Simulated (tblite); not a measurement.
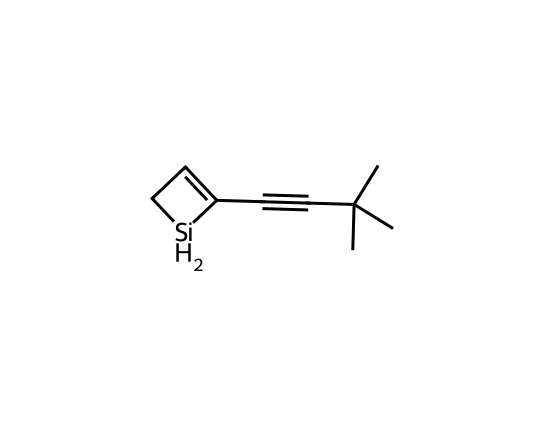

Source: calculation with tblite.

Skeletal drawing of a molecule.

**Give its SMILES.**

CC(C)(C)C#CC1=CC[SiH2]1

**Give the formula, hydrogens included.**

C9H14Si.
